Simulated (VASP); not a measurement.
# Ta2CoO6: structure and properties in VASP, part 4 of 8

What structure and properties does LDA + U give Ta2CoO6, and how near are they to the measured ones? The start is a cell from a database of measured crystal structures.

VASP 6.6.1; LDA, DFT+U (Co d 4 eV), spin-polarised from a ferromagnetic start; plane waves and PAW (Ta_pv, Co, O).

Still holding for the runs below: The magnetic state follows from one typed start and may not be the lowest.

So far, gap on the k-mesh (eV): step 2 (relaxing cell and atoms (LDA + U)) 2.56. The relaxed cell has a = 4.701, c = 9.013 Å (conventional setting).

### 4. Single point with fields (LDA + U)

The relaxed cell gets a fresh self-consistent run, on a basis set for its own volume, to fix the density and to check the remaining stress.

INCAR

```
SYSTEM = Ta2CoO6
PREC = Accurate
ENCUT = 520
EDIFF = 1E-06
NELM = 100
ISMEAR = 0
SIGMA = 0.05
LREAL = .FALSE.
ALGO = Normal
GGA = CA
NBANDS = 97
ISPIN = 2
MAGMOM = 0 0 0 0 2 2 0 0 0 0 0 0 0 0 0 0 0 0
LDAU = .TRUE.
LDAUTYPE = 2
LDAUL = -1 2 -1
LDAUU = 0 4 0
LDAUJ = 0 0 0
LDAUPRINT = 1
LASPH = .TRUE.
LMAXMIX = 4
LORBIT = 11
LWAVE = .FALSE.
LCHARG = .TRUE.
ISIF = 2
LELF = .TRUE.
LVHAR = .TRUE.
```

POSCAR

```
Ta2CoO6
1.0
    4.7009886135      0.0000000000      0.0000000000
    0.0000000000      4.7009886135      0.0000000000
    0.0000000000      0.0000000000      9.0130363891
Ta Co O
4 2 12
Direct
    0.0000000000      0.0000000000      0.3307636341
    0.5000000000      0.5000000000      0.8307636341
    0.5000000000      0.5000000000      0.1692363659
    0.0000000000      0.0000000000      0.6692363659
    0.0000000000      0.0000000000      0.0000000000
    0.5000000000      0.5000000000      0.5000000000
    0.3074331901      0.3074331901      0.0000000000
    0.1925668099      0.8074331901      0.5000000000
    0.6925668099      0.6925668099      0.0000000000
    0.8074331901      0.1925668099      0.5000000000
    0.2966403633      0.2966403633      0.3267850621
    0.2033596367      0.7966403633      0.8267850621
    0.7033596367      0.7033596367      0.3267850621
    0.7966403633      0.2033596367      0.8267850621
    0.7966403633      0.2033596367      0.1732149379
    0.7033596367      0.7033596367      0.6732149379
    0.2033596367      0.7966403633      0.1732149379
    0.2966403633      0.2966403633      0.6732149379
```

KPOINTS

```
Automatic mesh
0
Gamma
5 5 3
0 0 0
```

PAW data sets: Ta_pv, Co and O (LDA family, release 64).

Launch:

```sh
$ mpirun -np 8 vasp_std
```

The log of the run:

```text
[banner, memory and clock lines left out]
running    8 mpi-ranks, on    1 nodes
 distrk:  each k-point on    8 cores,    1 groups
 distr:  one band on    1 cores,    8 groups

 POSCAR found type information on POSCAR TaCoO
 POSCAR found :  3 types and      18 ions
 [... a notice as in an earlier step ...]

 [... a notice as in an earlier step ...]

 LDA part: xc-table for (Slater(with rela. corr.)+CA(PZ))
 , standard interpolation
|                                                                             |
|           W    W    AA    RRRRR   N    N  II  N    N   GGGG   !!!           |
|           W    W   A  A   R    R  NN   N  II  NN   N  G    G  !!!           |
|           W    W  A    A  R    R  N N  N  II  N N  N  G       !!!           |
|           W WW W  AAAAAA  RRRRR   N  N N  II  N  N N  G  GGG   !            |
|           WW  WW  A    A  R   R   N   NN  II  N   NN  G    G                |
|           W    W  A    A  R    R  N    N  II  N    N   GGGG   !!!           |
|                                                                             |
|     The number of bands has been changed from the values supplied in        |
|     The orbitals not found in the WAVECAR file will be initialized with     |
|     random numbers, which is usually adequate. For correlated               |
|     calculations, however, you should redo the groundstate calculation.     |
|     I found NBANDS = 97. Now, NBANDS = 104.                                 |
|                                                                             |

 POSCAR, INCAR and KPOINTS ok, starting setup
 FFT: planning ... GRIDC
 FFT: planning ... GRID_SOFT
 FFT: planning ... GRID
 WAVECAR not read
 entering main loop
       N       E                     dE             d eps       ncg     rms          rms(c)
DAV:   1     0.150713531243E+04    0.15071E+04   -0.64381E+04  4992   0.139E+03
DAV:   2    -0.103540745913E+02   -0.15175E+04   -0.13878E+04  5280   0.418E+02
DAV:   3    -0.197746525670E+03   -0.18739E+03   -0.17738E+03  5472   0.153E+02
DAV:   4    -0.204959806641E+03   -0.72133E+01   -0.70845E+01  6024   0.326E+01
DAV:   5    -0.205125213492E+03   -0.16541E+00   -0.16504E+00  6832   0.498E+00    0.788E+01
DAV:   6    -0.176750188655E+03    0.28375E+02   -0.10880E+02  7008   0.612E+01    0.423E+01
DAV:   7    -0.175844102409E+03    0.90609E+00   -0.18043E+01  6616   0.497E+01    0.293E+01
DAV:   8    -0.176332924257E+03   -0.48882E+00   -0.37303E+00  6800   0.865E+00    0.126E+01
DAV:   9    -0.176225887172E+03    0.10704E+00   -0.52256E-01  7112   0.929E+00    0.262E+00
DAV:  10    -0.176268334755E+03   -0.42448E-01   -0.24544E-01  6368   0.194E+00    0.729E-01
DAV:  11    -0.176272801324E+03   -0.44666E-02   -0.15574E-02  6520   0.108E+00    0.451E-01
DAV:  12    -0.176276599385E+03   -0.37981E-02   -0.42007E-03  6976   0.467E-01    0.201E-01
DAV:  13    -0.176277124817E+03   -0.52543E-03   -0.16811E-03  6896   0.273E-01    0.929E-02
DAV:  14    -0.176277331398E+03   -0.20658E-03   -0.34092E-04  6864   0.103E-01    0.490E-02
DAV:  15    -0.176277383497E+03   -0.52100E-04   -0.96981E-05  6768   0.543E-02    0.260E-02
DAV:  16    -0.176277391115E+03   -0.76177E-05   -0.18468E-05  6712   0.308E-02    0.146E-02
DAV:  17    -0.176277392371E+03   -0.12560E-05   -0.26079E-06  5160   0.931E-03    0.729E-03
DAV:  18    -0.176277392542E+03   -0.17032E-06   -0.80680E-07  3736   0.434E-03
   1 F= -.17627739E+03 E0= -.17627739E+03  d E =-.610173E-25  mag=     6.0000
```

Wall time 2 min (8 MPI ranks of Intel Xeon Platinum 8259CL at 2.50GHz (Skylake/Cascade Lake), shared host); peak memory 1.6 GiB; 16 min of CPU time.

From OUTCAR (step 4):

```text
  LATTYP: Found a simple tetragonal cell.
 ALAT       =     4.7009886135
 C/A-ratio  =     1.9172640332

 Found     12 irreducible k-points:

   k-points           NKPTS =     12   k-points in BZ     NKDIM =     12   number of bands    NBANDS=    104

   NELECT =     134.0000    total number of electrons

atom =   5  type =  2  l = 2

 onsite density matrix

spin component  1

  0.9931  0.0000 -0.0266  0.0000  0.0000
  0.0000  0.9924  0.0000 -0.0244  0.0000
 -0.0266  0.0000  0.9839  0.0000  0.0000
  0.0000 -0.0244  0.0000  0.9924  0.0000
  0.0000  0.0000  0.0000  0.0000  0.9697

spin component  2

  0.5934  0.0000  0.3935  0.0000 -0.0000
  0.0000  0.5597  0.0000  0.3985  0.0000
  0.3935  0.0000  0.5031  0.0000 -0.0000
  0.0000  0.3985  0.0000  0.5597  0.0000
 -0.0000  0.0000 -0.0000  0.0000  0.0438

 occupancies and eigenvectors

  o =  0.0438  v =  0.0000  0.0000  0.0000  0.0000  0.0000  0.0000  0.0000 -0.0000 -0.0000 -1.0000      0.0000  0.0000  0.0000  0.0000  0.0000  0.0000  0.0000  0.0000  0.0000  0.0000
  o =  0.1521  v =  0.0000  0.0000  0.0000  0.0000  0.0000 -0.6656  0.0000  0.7463 -0.0000 -0.0000      0.0000  0.0000  0.0000  0.0000  0.0000  0.0000  0.0000  0.0000  0.0000  0.0000
  o =  0.1613  v =  0.0000  0.0000  0.0000  0.0000  0.0000 -0.0000 -0.7071  0.0000  0.7071 -0.0000      0.0000  0.0000  0.0000  0.0000  0.0000  0.0000  0.0000  0.0000  0.0000  0.0000
  o =  0.9444  v =  0.0000  0.0000  0.0000  0.0000  0.0000 -0.7463 -0.0000 -0.6656 -0.0000  0.0000      0.0000  0.0000  0.0000  0.0000  0.0000  0.0000  0.0000  0.0000  0.0000  0.0000
  o =  0.9582  v =  0.0000  0.0000  0.0000  0.0000  0.0000 -0.0000  0.7071 -0.0000  0.7071  0.0000      0.0000  0.0000  0.0000  0.0000  0.0000  0.0000  0.0000  0.0000  0.0000  0.0000
  o =  0.9615  v = -0.6443  0.0000 -0.7648  0.0000  0.0000  0.0000  0.0000  0.0000  0.0000  0.0000      0.0000  0.0000  0.0000  0.0000  0.0000  0.0000  0.0000  0.0000  0.0000  0.0000
  o =  0.9680  v =  0.0000  0.7071  0.0000  0.7071  0.0000  0.0000  0.0000  0.0000  0.0000  0.0000      0.0000  0.0000  0.0000  0.0000  0.0000  0.0000  0.0000  0.0000  0.0000  0.0000
  o =  0.9697  v =  0.0000  0.0000 -0.0000  0.0000 -1.0000  0.0000  0.0000  0.0000  0.0000  0.0000      0.0000  0.0000  0.0000  0.0000  0.0000  0.0000  0.0000  0.0000  0.0000  0.0000
  o =  1.0155  v = -0.7648  0.0000  0.6443  0.0000 -0.0000  0.0000  0.0000  0.0000  0.0000  0.0000      0.0000  0.0000  0.0000  0.0000  0.0000  0.0000  0.0000  0.0000  0.0000  0.0000
  o =  1.0168  v =  0.0000 -0.7071  0.0000  0.7071 -0.0000  0.0000  0.0000  0.0000  0.0000  0.0000      0.0000  0.0000  0.0000  0.0000  0.0000  0.0000  0.0000  0.0000  0.0000  0.0000

atom =   6  type =  2  l = 2

 onsite density matrix

spin component  1

  0.9931  0.0000  0.0266  0.0000 -0.0000
  0.0000  0.9924  0.0000  0.0244  0.0000
  0.0266  0.0000  0.9839  0.0000  0.0000
  0.0000  0.0244  0.0000  0.9924  0.0000
 -0.0000  0.0000  0.0000  0.0000  0.9697

spin component  2

  0.5934  0.0000 -0.3935  0.0000  0.0000
  0.0000  0.5597  0.0000 -0.3985  0.0000
 -0.3935  0.0000  0.5031  0.0000 -0.0000
  0.0000 -0.3985  0.0000  0.5597  0.0000
  0.0000  0.0000 -0.0000  0.0000  0.0438

 occupancies and eigenvectors

  o =  0.0438  v =  0.0000  0.0000  0.0000  0.0000  0.0000  0.0000 -0.0000  0.0000  0.0000  1.0000      0.0000  0.0000  0.0000  0.0000  0.0000  0.0000  0.0000  0.0000  0.0000  0.0000
  o =  0.1521  v =  0.0000  0.0000  0.0000  0.0000  0.0000 -0.6656 -0.0000 -0.7463  0.0000  0.0000      0.0000  0.0000  0.0000  0.0000  0.0000  0.0000  0.0000  0.0000  0.0000  0.0000
  o =  0.1613  v =  0.0000  0.0000  0.0000  0.0000  0.0000  0.0000 -0.7071  0.0000 -0.7071 -0.0000      0.0000  0.0000  0.0000  0.0000  0.0000  0.0000  0.0000  0.0000  0.0000  0.0000
  o =  0.9444  v =  0.0000  0.0000  0.0000  0.0000  0.0000 -0.7463  0.0000  0.6656  0.0000 -0.0000      0.0000  0.0000  0.0000  0.0000  0.0000  0.0000  0.0000  0.0000  0.0000  0.0000
  o =  0.9582  v =  0.0000  0.0000  0.0000  0.0000  0.0000  0.0000  0.7071  0.0000 -0.7071  0.0000      0.0000  0.0000  0.0000  0.0000  0.0000  0.0000  0.0000  0.0000  0.0000  0.0000
  o =  0.9615  v = -0.6443 -0.0000  0.7648  0.0000 -0.0000  0.0000  0.0000  0.0000  0.0000  0.0000      0.0000  0.0000  0.0000  0.0000  0.0000  0.0000  0.0000  0.0000  0.0000  0.0000
  o =  0.9680  v =  0.0000  0.7071  0.0000 -0.7071 -0.0000  0.0000  0.0000  0.0000  0.0000  0.0000      0.0000  0.0000  0.0000  0.0000  0.0000  0.0000  0.0000  0.0000  0.0000  0.0000
  o =  0.9697  v = -0.0000  0.0000  0.0000  0.0000  1.0000  0.0000  0.0000  0.0000  0.0000  0.0000      0.0000  0.0000  0.0000  0.0000  0.0000  0.0000  0.0000  0.0000  0.0000  0.0000
  o =  1.0155  v = -0.7648 -0.0000 -0.6443  0.0000 -0.0000  0.0000  0.0000  0.0000  0.0000  0.0000      0.0000  0.0000  0.0000  0.0000  0.0000  0.0000  0.0000  0.0000  0.0000  0.0000
  o =  1.0168  v =  0.0000 -0.7071  0.0000 -0.7071  0.0000  0.0000  0.0000  0.0000  0.0000  0.0000      0.0000  0.0000  0.0000  0.0000  0.0000  0.0000  0.0000  0.0000  0.0000  0.0000

 E-fermi :   3.5589

 spin component 1
 k-point     1 :       0.0000    0.0000    0.0000
  band No.  band energies     occupation
    ...
     66       2.1998      1.00000
     67       2.1998      1.00000
     68       2.8802      1.00000
     69       3.1876      1.00000
     70       3.1876      1.00000
     71       5.9187      0.00000
     72       6.1210      0.00000
     73       6.8013      0.00000
     74       6.8832      0.00000
     75       7.0406      0.00000
    ...

 k-point     2 :       0.2000    0.0000    0.0000
  band No.  band energies     occupation
    ...
     66       2.1895      1.00000
     67       2.7163      1.00000
     68       2.8508      1.00000
     69       2.8968      1.00000
     70       3.0463      1.00000
     71       5.9140      0.00000
     72       6.2453      0.00000
     73       6.7007      0.00000
     74       6.9356      0.00000
     75       7.0646      0.00000
    ...

 k-point     3 :       0.4000    0.0000    0.0000
  band No.  band energies     occupation
    ...
     66       2.2830      1.00000
     67       2.7780      1.00000
     68       2.8082      1.00000
     69       2.8293      1.00000
     70       3.1013      1.00000
     71       6.0777      0.00000
     72       6.4605      0.00000
     73       6.4853      0.00000
     74       6.6666      0.00000
     75       7.0600      0.00000
    ...

 k-point     4 :       0.2000    0.2000    0.0000
  band No.  band energies     occupation
    ...
     66       2.1801      1.00000
     67       2.5584      1.00000
     68       2.7590      1.00000
     69       2.8893      1.00000
     70       3.0045      1.00000
     71       6.0372      0.00000
     72       6.3644      0.00000
     73       6.7537      0.00000
     74       6.8426      0.00000
     75       7.0152      0.00000
    ...

  Total       -0.0056858     -0.0056858     -0.0527363      0.0000000      0.0000000      0.0000000
  in kB       -0.0457357     -0.0457357     -0.4241998      0.0000000      0.0000000      0.0000000
  external PRESSURE =      -0.1718904 kB  Pullay stress =       0.0000000 kB

 POSITION                                       TOTAL-FORCE (eV/Angst)
 -----------------------------------------------------------------------------------
      0.00000      0.00000      2.98118         0.000000     -0.000000     -0.001904
      2.35049      2.35049      7.48770         0.000000     -0.000000     -0.001904
      2.35049      2.35049      1.52533         0.000000     -0.000000      0.001904
      0.00000      0.00000      6.03185         0.000000     -0.000000      0.001904
      0.00000      0.00000      0.00000         0.000000     -0.000000      0.000000
      2.35049      2.35049      4.50652         0.000000     -0.000000      0.000000
      1.44524      1.44524      0.00000         0.002643      0.002643      0.000000
      0.90525      3.79573      4.50652        -0.002643      0.002643      0.000000
      3.25575      3.25575      0.00000        -0.002643     -0.002643     -0.000000
      3.79573      0.90525      4.50652         0.002643     -0.002643     -0.000000
      1.39450      1.39450      2.94533        -0.001661     -0.001661     -0.003136
      0.95599      3.74500      7.45184         0.001661     -0.001661     -0.003136
      3.30649      3.30649      2.94533         0.001661      0.001661     -0.003136
      3.74500      0.95599      7.45184        -0.001661      0.001661     -0.003136
      3.74500      0.95599      1.56119        -0.001661      0.001661      0.003136
      3.30649      3.30649      6.06771         0.001661      0.001661      0.003136
      0.95599      3.74500      1.56119         0.001661     -0.001661      0.003136
      1.39450      1.39450      6.06771        -0.001661     -0.001661      0.003136
 -----------------------------------------------------------------------------------
    total drift:                               -0.000000      0.000000     -0.000000

  FREE ENERGIE OF THE ION-ELECTRON SYSTEM (eV)
  ---------------------------------------------------
  free  energy   TOTEN  =      -176.2773925415 eV

  energy  without entropy=     -176.2773925415  energy(sigma->0) =     -176.27739254

 total charge
# of ion       s       p       d       tot
------------------------------------------
    1        0.364   6.380   2.132   8.876
    2        0.364   6.380   2.132   8.876
    3        0.364   6.380   2.132   8.876
    4        0.364   6.380   2.132   8.876
    5        0.310   0.418   7.164   7.892
    6        0.310   0.418   7.164   7.892
    7        1.555   3.502   0.000   5.058
    8        1.555   3.502   0.000   5.058
    9        1.555   3.502   0.000   5.058
   10        1.555   3.502   0.000   5.058
   11        1.555   3.524   0.000   5.079
   12        1.555   3.524   0.000   5.079
   13        1.555   3.524   0.000   5.079
   14        1.555   3.524   0.000   5.079
   15        1.555   3.524   0.000   5.079
   16        1.555   3.524   0.000   5.079
   17        1.555   3.524   0.000   5.079
   18        1.555   3.524   0.000   5.079
--------------------------------------------------
tot         20.735  68.561  22.855 112.152

[... 8 parts as in an earlier step ...]

[... 9 further parts left out ...]
```

With spin, VASP writes an ELF for each channel.

Numbers from this step:

- SCF cycles: 18
- bands: 104
- free energy (TOTEN): -176.2774 eV
- Fermi energy: 3.559 eV
- pressure: -0.01719 GPa

Valence electrons inside each PAW sphere by angular momentum. Sphere charges, by row:

```csv
atom,s (e),p (e),d (e),tot (e)
Ta1,0.364,6.38,2.132,8.876
Ta2,0.364,6.38,2.132,8.876
Ta3,0.364,6.38,2.132,8.876
Ta4,0.364,6.38,2.132,8.876
Co5,0.31,0.418,7.164,7.892
Co6,0.31,0.418,7.164,7.892
O7,1.555,3.502,0,5.058
O8,1.555,3.502,0,5.058
O9,1.555,3.502,0,5.058
O10,1.555,3.502,0,5.058
O11,1.555,3.524,0,5.079
O12,1.555,3.524,0,5.079
O13,1.555,3.524,0,5.079
O14,1.555,3.524,0,5.079
O15,1.555,3.524,0,5.079
O16,1.555,3.524,0,5.079
O17,1.555,3.524,0,5.079
O18,1.555,3.524,0,5.079
```

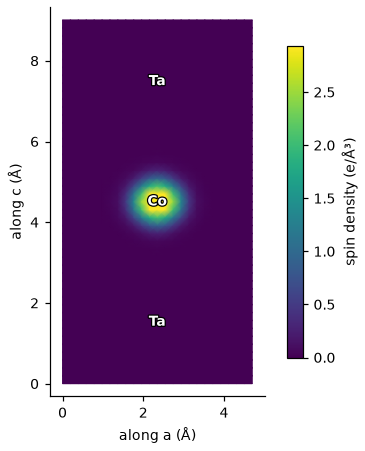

Spin density in the ac plane at fractional y = 0.000, with atoms of Ta and Co within 0.2 Å of it. The map starts off the cell's origin, so that atoms lie inside it.

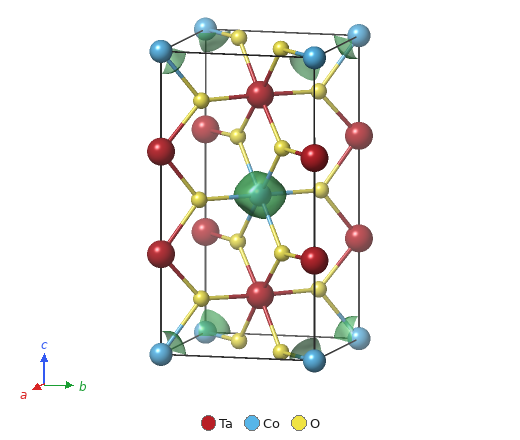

Surface of spin density = 0.55 e/Å³, which holds about 70 % of the integral of its size.

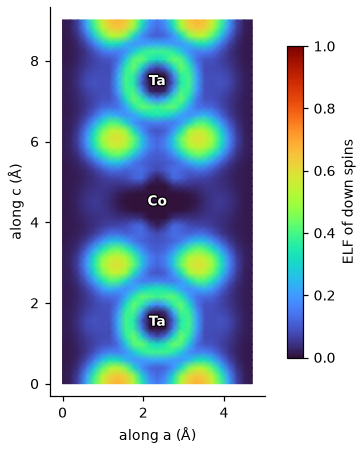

ELF of down spins in the ac plane at fractional y = 0.000, with atoms of Ta and Co within 0.2 Å of it. It is the smooth field of the valence electrons, not physical close to the nuclei. The map starts off the cell's origin, so that atoms lie inside it.

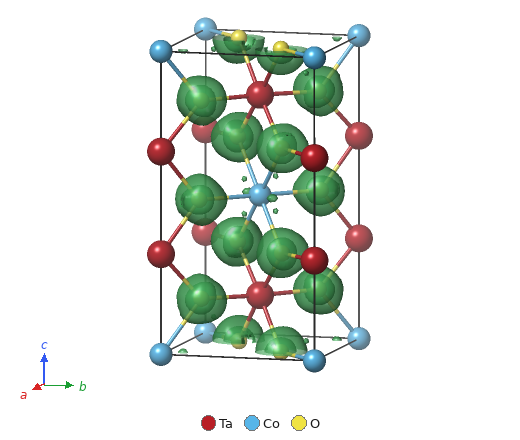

Surface of ELF of down spins = 0.79.

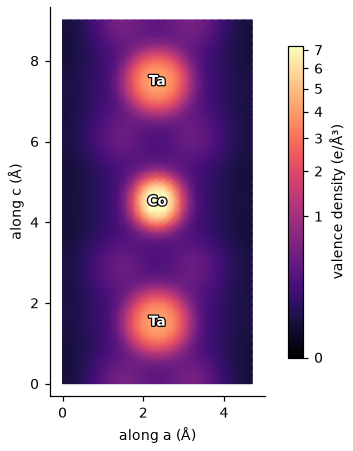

Valence density in the ac plane at fractional y = 0.000, with atoms of Ta and Co within 0.2 Å of it. It is the smooth field of the valence electrons, not physical close to the nuclei. The map starts off the cell's origin, so that atoms lie inside it. The colour scale is stretched toward low values.

In this run the pressure is -0.02 GPa, small enough to go on.

[end of part 4 of 8]

[Lines on the potential files, build, host, timing and source positions are cut from VASP's logs without a mark.]

[Logs are printed without paths, hosts, clocks, repeated set-up lines and the standing remarks that a program may print on its own settings, such as how far it seeks lower states.]

[Hosts, paths, dates, database ids (printed as entryN), source tags and the programs' standing remarks are cut or masked in the printed files.]

[A measured line is paired with the nearest computed mode of its activity, which favours agreement.]
